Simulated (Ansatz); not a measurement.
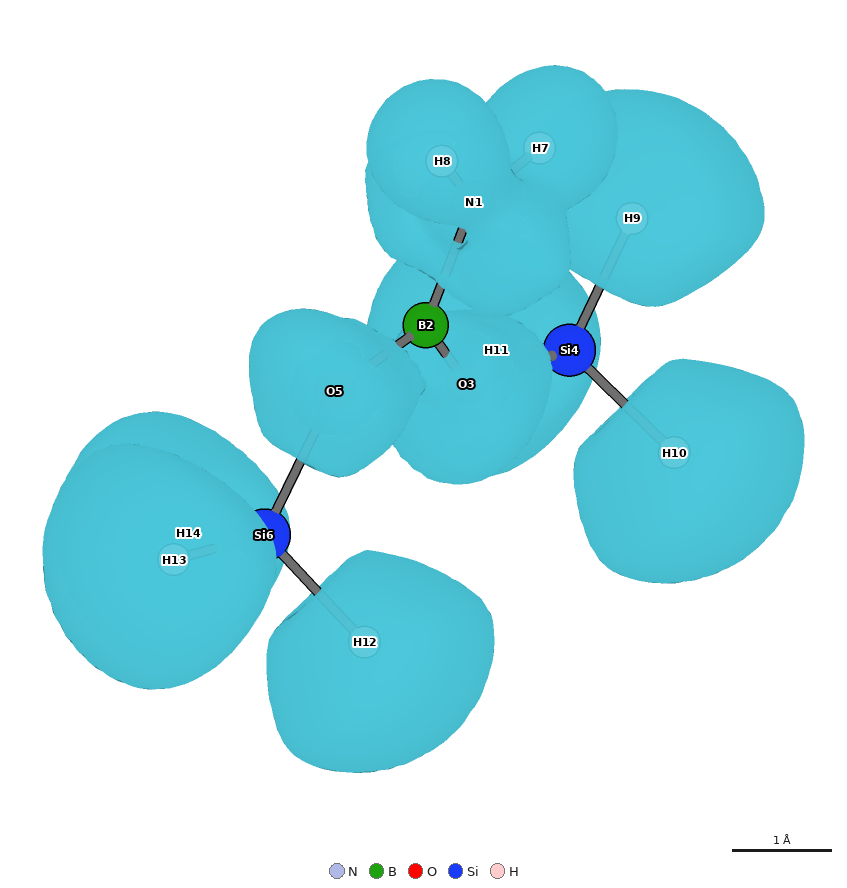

The picture shows: BH$_{8}$NO$_{2}$Si$_{2}$ (SMILES NB(O[SiH3])O[SiH3]). Isosurface of the ELF at 0.75 (cyan), seen at an oblique angle. Only the valence region is drawn (cores and ρ < 0.01 e/Å³ removed).

Geometry: PBE0-D4/def2-TZVP.

All numbers below come from RKS PBE0-D4/def2-TZVPP (Ansatz).

Input

```
crystal:
  periodic: [false, false, false]
  atoms:
    - {symbol: N, position_ang: [-1.104641, 1.725940, 0.099306]}
    - {symbol: B, position_ang: [-0.194322, 0.669693, 0.272488]}
    - {symbol: O, position_ang: [-0.214567, -0.463714, -0.510603]}
    - {symbol: Si, position_ang: [-1.085362, -1.047273, -1.767461]}
    - {symbol: O, position_ang: [0.755885, 0.758895, 1.256223]}
    - {symbol: Si, position_ang: [1.925125, -0.329840, 1.657554]}
    - {symbol: H, position_ang: [-1.828581, 1.731188, -0.594877]}
    - {symbol: H, position_ang: [-1.073453, 2.542177, 0.682124]}
    - {symbol: H, position_ang: [-2.180967, -0.105454, -2.133786]}
    - {symbol: H, position_ang: [-0.192925, -1.228059, -2.938252]}
    - {symbol: H, position_ang: [-1.677344, -2.351436, -1.382900]}
    - {symbol: H, position_ang: [2.850659, -0.564465, 0.519309]}
    - {symbol: H, position_ang: [2.677783, 0.257604, 2.792070]}
    - {symbol: H, position_ang: [1.329411, -1.624355, 2.077703]}
basis:
  gaussian: {orbitals: def2-TZVPP}
hamiltonian: {xc: pbe0, dispersion: d4}
output: {orbitals: {seedname: orbitals}}
```

Command:

```sh
ansatz run in.yaml --threads 4 --pin off --events-out ev --progress --plain --max-ram 11315MiB
```

Describe the localisation domains.

Answer. The surface consists of six regions around hydrogen nuclei, two regions on O in which the atom's valence shell and bonds are merged and one joined region spread over several atoms (H, N), in which their bonds and any lone pairs are merged. Profiles from the grid: B–O (1.37 Å): the ELF peaks at about 0.90 between the atoms; a polar covalent bond. B–N (1.41 Å): the ELF peaks at about 0.90 between the atoms: a polar covalent bond.
